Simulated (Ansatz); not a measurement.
BH2F2: nudged elastic band

The run: nudged elastic band of BH2F2, multiplicity 2. Method and program: UKS B3LYP-D4/def2-SVP (Ansatz 0.2.0).

It belongs to a series of runs on one base structure; here: band between the two ends. Figures and captions count atoms from 1; the log counts them from 0 in places.

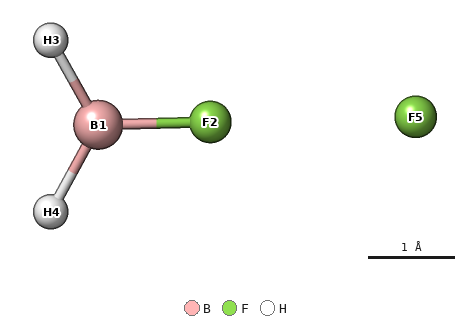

*The starting structure (ball-and-stick view, seen at a tilt; atoms are numbered from 1 in the order of the input).*

Bond lengths as drawn: B–F 1.32 Å and B–H 1.21 Å.

Summary

```tsv
quantity	value
outcome	converged
barrier, forward	0.000 eV
barrier, backward	0.069 eV
hardware	1 thread of Arm Neoverse V2, 24 GiB of memory available, shared host
wall time	5 min
peak memory	0.12 GiB
```

The order of the saddle point was not checked.

Input
```yaml
crystal:
  periodic: [false, false, false]
  atoms:
    - { symbol: B, position_ang: [0.0, 0.0, -0.111109] }
    - { symbol: F, position_ang: [0.0, 0.0, 1.210594] }
    - { symbol: H, position_ang: [1.068693, 0.0, -0.670369] }
    - { symbol: H, position_ang: [-1.068693, 0.0, -0.670369] }
    - { symbol: F, position_ang: [0.0, 0.0, 3.631251] }
magnetization:
  spin_polarized: true
  initial_magnetization: 1
basis:
  gaussian: { orbitals: def2-SVP }
hamiltonian:
  xc: b3lyp
  dispersion: d4
neb:
  order_check: false
  images: 5
  f_tol: 0.05
  max_iterations: 60
  final_atoms:
    - { symbol: B, position_ang: [-0.11678376, -0.00389795, 0.04830042] }
    - { symbol: F, position_ang: [-0.74367212, -0.05616175, 1.21362259] }
    - { symbol: H, position_ang: [1.08705053, 0.01749758, 0.0438594] }
    - { symbol: H, position_ang: [-0.81094104, 0.01749758, -0.93818488] }
    - { symbol: F, position_ang: [0.58434638, 0.02506454, 3.02240048] }
  initial_path:
    images:
      - { positions_ang: [[0.0, 0.0, -0.111109], [0.0, 0.0, 1.210594], [1.068693, 0.0, -0.670369], [-1.068693, 0.0, -0.670369], [0.0, 0.0, 3.631251]] }
      - { positions_ang: [[0.0, 0.0, -0.0740728], [0.0, 0.0, 1.33039587], [1.055962, 0.0, -0.64524613], [-1.055962, 0.0, -0.64524613], [0.0, 0.0, 3.4241672]] }
      - { positions_ang: [[0.0, 0.0, -0.0370366], [0.0, 0.0, 1.45019773], [1.043231, 0.0, -0.62012327], [-1.043231, 0.0, -0.62012327], [0.0, 0.0, 3.2170834]] }
      - { positions_ang: [[0.0, 0.0, -4.0e-07], [0.0, 0.0, 1.5699996], [1.0305, 0.0, -0.5950004], [-1.0305, 0.0, -0.5950004], [0.0, 0.0, 3.0099996]] }
      - { positions_ang: [[-0.03892792, -0.00129932, 0.01609987], [-0.24789071, -0.01872058, 1.45120726], [1.04935018, 0.00583253, -0.38204713], [-0.95731368, 0.00583253, -0.70939523], [0.19478213, 0.00835485, 3.01413323]] }
      - { positions_ang: [[-0.07785584, -0.00259863, 0.03220014], [-0.49578142, -0.03744117, 1.33241493], [1.06820036, 0.01166505, -0.16909387], [-0.88412736, 0.01166505, -0.82379006], [0.38956425, 0.0167097, 3.01826685]] }
      - { positions_ang: [[-0.11678376, -0.00389795, 0.04830042], [-0.74367212, -0.05616175, 1.21362259], [1.08705053, 0.01749758, 0.0438594], [-0.81094104, 0.01749758, -0.93818488], [0.58434638, 0.02506454, 3.02240048]] }
```

Launched with:
```bash
ansatz run input.yaml --threads 1 --pin off --max-ram 2048MiB --backend cpu --events-out ev --progress --plain --runs-dir out
```

Log
```
Engine: ansatz 0.2.0, aarch64-unknown-linux-gnu
Functional definition: B3LYP
  parameter a0 = 0.2
  parameter ax = 0.72
  parameter ac = 0.81
  exchange = (1 - a0 - ax)*slater_x + ax*b88_x + a0*exact_x
  correlation = (1 - ac)*vwn_rpa_c + ac*lyp_c
548 factors; integrals over basis functions are off by at most 5.9e-4 eV
mean field evaluation 1: about -6125.5869 eV, gradient 3.6e1 eV
mean field evaluation 2: about -5767.2272 eV, gradient 1.3e2 eV
mean field evaluation 4: about -6134.0570 eV, gradient 2.0e1 eV
mean field evaluation 8: about -6135.3559 eV, gradient 1.9e0 eV
mean field evaluation 16: about -6135.3898 eV, gradient 4.3e-4 eV
mean field evaluation 32: about -6135.4738 eV, gradient 9.9e-6 eV
mean field -6135.47379158 eV, -225.4745030672 hartree, gradient 6.7e-8 eV, S^2 0.751000; 3 other end points of the search recorded, 0 dependent functions left out
the calculation of the forces begins
reference -6135.47396536 eV, -225.4745094535 hartree; 13, 12 occupied and 39, 40 virtual orbitals, 548 factors
549 factors; integrals over basis functions are off by at most 5.1e-4 eV
mean field evaluation 64: about -6135.5355 eV, gradient 2.5e-1 eV
mean field evaluation 96: about -6135.5248 eV, gradient 1.7e0 eV
mean field -6135.53621899 eV, -225.4767972321 hartree, gradient 5.2e-6 eV, S^2 0.751330; 4 other end points of the search recorded, 0 dependent functions left out
[... from here on the field's lines of each further geometry are left out, up to the last ...]
NEB iter   1: max|band force component| = 1.692e1 eV/Å  barrier→ = 3.6038 eV  barrier← = 3.6732 eV  Δτ_max = 0.2000 Å  (525 SCF iters)
NEB iter   2: max|band force component| = 8.330e0 eV/Å  barrier→ = 1.2856 eV  barrier← = 1.3551 eV  Δτ_max = 0.2000 Å  (251 SCF iters)
NEB iter   3: max|band force component| = 4.171e0 eV/Å  barrier→ = 0.6539 eV  barrier← = 0.7233 eV  Δτ_max = 0.1937 Å  (226 SCF iters)
NEB iter   4: max|band force component| = 2.478e0 eV/Å  barrier→ = 0.3656 eV  barrier← = 0.4351 eV  Δτ_max = 0.1515 Å  (334 SCF iters)
NEB iter   5: max|band force component| = 1.648e0 eV/Å  barrier→ = 0.1349 eV  barrier← = 0.2043 eV  Δτ_max = 0.1962 Å  (370 SCF iters)
NEB iter   6: max|band force component| = 1.408e0 eV/Å  barrier→ = 0.0993 eV  barrier← = 0.1688 eV  Δτ_max = 0.1601 Å  (412 SCF iters)
NEB iter   7: max|band force component| = 1.267e0 eV/Å  barrier→ = 0.1140 eV  barrier← = 0.1835 eV  Δτ_max = 0.1420 Å  (446 SCF iters)
NEB iter   8: max|band force component| = 3.833e-1 eV/Å  barrier→ = 0.0004 eV  barrier← = 0.0699 eV  CI = image 2  Δτ_max = 0.0877 Å  (488 SCF iters)
NEB iter   9: max|band force component| = 2.547e-1 eV/Å  barrier→ = -0.0081 eV  barrier← = 0.0614 eV  CI = image 1  Δτ_max = 0.2000 Å  (437 SCF iters)
NEB iter  10: max|band force component| = 8.057e-1 eV/Å  barrier→ = 0.0011 eV  barrier← = 0.0706 eV  CI = image 2  Δτ_max = 0.0803 Å  (438 SCF iters)
NEB iter  11: max|band force component| = 9.660e-1 eV/Å  barrier→ = 0.0261 eV  barrier← = 0.0955 eV  CI = image 2  Δτ_max = 0.0414 Å  (486 SCF iters)
NEB iter  12: max|band force component| = 7.262e-1 eV/Å  barrier→ = 0.0113 eV  barrier← = 0.0807 eV  CI = image 2  Δτ_max = 0.0826 Å  (451 SCF iters)
NEB iter  13: max|band force component| = 2.648e-1 eV/Å  barrier→ = -0.0032 eV  barrier← = 0.0663 eV  CI = image 1  Δτ_max = 0.0452 Å  (408 SCF iters)
NEB iter  14: max|band force component| = 1.186e-1 eV/Å  barrier→ = -0.0021 eV  barrier← = 0.0673 eV  CI = image 1  Δτ_max = 0.0224 Å  (458 SCF iters)
NEB iter  15: max|band force component| = 7.662e-2 eV/Å  barrier→ = -0.0014 eV  barrier← = 0.0681 eV  CI = image 1  Δτ_max = 0.0329 Å  (382 SCF iters)
NEB iter  16: max|band force component| = 7.500e-2 eV/Å  barrier→ = -0.0010 eV  barrier← = 0.0684 eV  CI = image 1  Δτ_max = 0.0165 Å  (452 SCF iters)
NEB iter  17: max|band force component| = 5.240e-1 eV/Å  barrier→ = -0.0007 eV  barrier← = 0.0687 eV  CI = image 1  Δτ_max = 0.0082 Å  (417 SCF iters)
NEB iter  18: max|band force component| = 1.576e-1 eV/Å  barrier→ = -0.0006 eV  barrier← = 0.0688 eV  CI = image 1  Δτ_max = 0.0165 Å  (481 SCF iters)
NEB iter  19: max|band force component| = 3.491e-1 eV/Å  barrier→ = -0.0003 eV  barrier← = 0.0692 eV  CI = image 1  Δτ_max = 0.0082 Å  (449 SCF iters)
NEB iter  20: max|band force component| = 2.156e-1 eV/Å  barrier→ = -0.0003 eV  barrier← = 0.0692 eV  CI = image 1  Δτ_max = 0.0165 Å  (394 SCF iters)
the calculation of the forces begins
reference -6135.52831648 eV, -225.4765068201 hartree; 13, 12 occupied and 39, 40 virtual orbitals, 548 factors
548 factors; integrals over basis functions are off by at most 5.9e-4 eV
mean field evaluation 1792: about -6135.4743 eV, gradient 2.1e-7 eV
mean field evaluation 1824: about -6135.4399 eV, gradient 1.1e-1 eV
mean field -6135.47425483 eV, -225.4745200914 hartree, gradient 2.1e-7 eV, S^2 0.750996; 5 other end points of the search recorded, 0 dependent functions left out
the calculation of the forces begins
reference -6135.47442861 eV, -225.4745264775 hartree; 13, 12 occupied and 39, 40 virtual orbitals, 548 factors
NEB iter  21: max|band force component| = 3.647e-2 eV/Å  barrier→ = -0.0002 eV  barrier← = 0.0692 eV  CI = image 1  Δτ_max = 0.0000 Å  (1017 SCF iters)
```

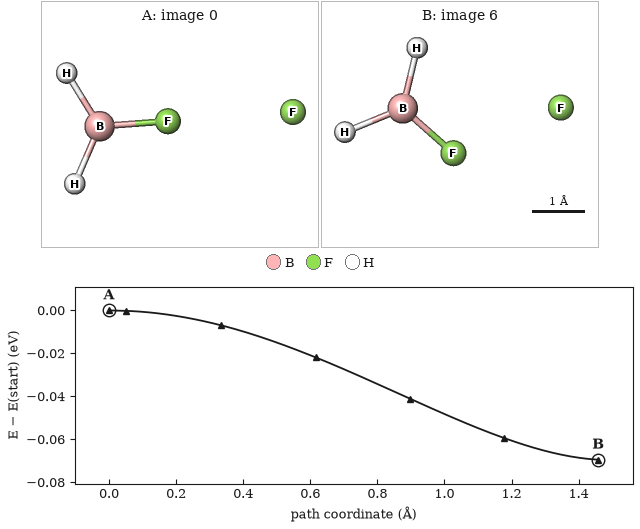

*Images of the last band (counted from 0; ball-and-stick, seen on its broad side) above the energy along the path; the line is a cubic interpolation that uses the forces.*

No image lies above both ends; the end is 0.069 eV below the start. The path is 1.46 Å long. The band converged in 21 iterations.

```
Total energy: -6135.52004964 eV, -225.4762030195 hartree
Atom 0 at    -0.007898    -0.000211    -0.116276 Å, force     0.009731     0.001090     0.020181 eV/Å
Atom 1 at    -0.026670    -0.003336     1.205053 Å, force    -0.013278    -0.000548     0.002177 eV/Å
Atom 2 at     1.069190     0.001275    -0.659128 Å, force     0.000535    -0.000298    -0.012881 eV/Å
Atom 3 at    -1.068839     0.001130    -0.690360 Å, force     0.000248    -0.000333    -0.006117 eV/Å
Atom 4 at     0.034217     0.001142     3.650710 Å, force     0.002764     0.000088    -0.003360 eV/Å
Dipole moment:     0.001011     0.000238    -0.158718 e Å
this run last wrote the band of iteration 21 to [file]
```

The last band as extended XYZ (Å, eV, eV/Å)
```
5
Properties=species:S:1:pos:R:3:forces:R:3 image=0 energy=-6135.51966
B     0.0000    0.0000   -0.1111    0.0000   0.0000   0.0168
F     0.0000    0.0000    1.2106    0.0000   0.0000  -0.0176
H     1.0687    0.0000   -0.6704    0.0030   0.0000  -0.0046
H    -1.0687    0.0000   -0.6704   -0.0030   0.0000  -0.0046
F     0.0000    0.0000    3.6313    0.0000   0.0000   0.0099
5
Properties=species:S:1:pos:R:3:forces:R:3 image=1 energy=-6135.51988
B    -0.0079   -0.0002   -0.1163    0.0097   0.0011   0.0202
F    -0.0267   -0.0033    1.2051   -0.0133  -0.0005   0.0022
H     1.0692    0.0013   -0.6591    0.0005  -0.0003  -0.0129
H    -1.0688    0.0011   -0.6904    0.0002  -0.0003  -0.0061
F     0.0342    0.0011    3.6507    0.0028   0.0001  -0.0034
5
Properties=species:S:1:pos:R:3:forces:R:3 image=2 energy=-6135.52661
B    -0.0419   -0.0045   -0.1008    0.0030  -0.0051  -0.0259
F    -0.1968   -0.0188    1.2110   -0.0107   0.0000   0.0241
H     1.0773   -0.0789   -0.5461   -0.0056   0.0031   0.0376
H    -1.0408    0.0811   -0.7712   -0.0052   0.0027  -0.0247
F     0.2022    0.0211    3.5971    0.0185  -0.0006  -0.0111
5
Properties=species:S:1:pos:R:3:forces:R:3 image=3 energy=-6135.54151
B    -0.0743   -0.0084   -0.0719    0.0066   0.0119  -0.0298
F    -0.3457   -0.0535    1.2207   -0.0420  -0.0051   0.0083
H     1.0810    0.0134   -0.4174    0.0021  -0.0024   0.0430
H    -1.0134    0.0094   -0.8304    0.0075  -0.0048   0.0054
F     0.3524    0.0391    3.4890    0.0257   0.0004  -0.0269
5
Properties=species:S:1:pos:R:3:forces:R:3 image=4 energy=-6135.56071
B    -0.0956   -0.0063   -0.0362    0.0128   0.0065   0.0350
F    -0.4865   -0.0544    1.2267   -0.0472  -0.0016  -0.0292
H     1.0866    0.0124   -0.2713   -0.0005  -0.0005   0.0268
H    -0.9627    0.0162   -0.8756    0.0092  -0.0042   0.0039
F     0.4582    0.0321    3.3465    0.0256  -0.0003  -0.0364
5
Properties=species:S:1:pos:R:3:forces:R:3 image=5 energy=-6135.57903
B    -0.1076   -0.0036    0.0056   -0.0020  -0.0067   0.0126
F    -0.6194   -0.0486    1.2248   -0.0285   0.0028  -0.0032
H     1.0906    0.0117   -0.1172    0.0026   0.0039   0.0263
H    -0.8933    0.0166   -0.9103    0.0095   0.0009  -0.0030
F     0.5298    0.0238    3.1872    0.0184  -0.0008  -0.0327
5
Properties=species:S:1:pos:R:3:forces:R:3 image=6 energy=-6135.58912
B    -0.1168   -0.0039    0.0483   -0.0060  -0.0015   0.0160
F    -0.7437   -0.0562    1.2136    0.0089   0.0033  -0.0161
H     1.0871    0.0175    0.0439   -0.0058   0.0013   0.0093
H    -0.8109    0.0175   -0.9382   -0.0002  -0.0015  -0.0037
F     0.5843    0.0251    3.0224    0.0031  -0.0015  -0.0055
```
